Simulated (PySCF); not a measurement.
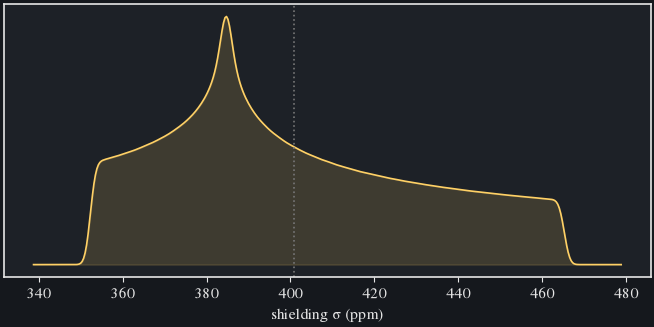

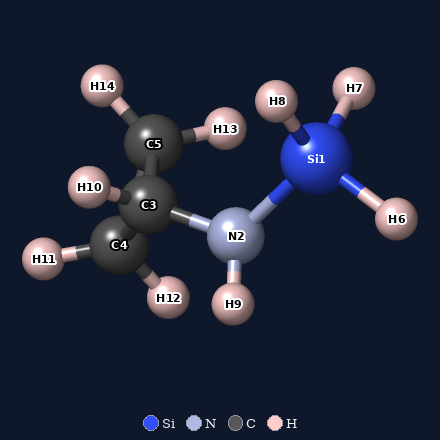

Static powder pattern (²⁹Si) from GIAO shielding tensors of C₃H₉NSi, SMILES [SiH3]NC1CC1, B3LYP/pcSseg-1 with PySCF, at a PBE0-D3(BJ)/def2-SVP geometry (no frequency check); absolute shielding, one fixed geometry of the isolated molecule without any motion, no dipolar terms. The dotted line is the isotropic value; skew is 3(σiso − σ22)/span.

Question: The pattern belongs to Si1. Give the principal values, span and skew.

Answer: Si1: σ11, σ22, σ33 = 352, 385, 465 ppm, isotropic 401, span 113 ppm, skew 0.43.

Caveats: one conformer of a flexible molecule.
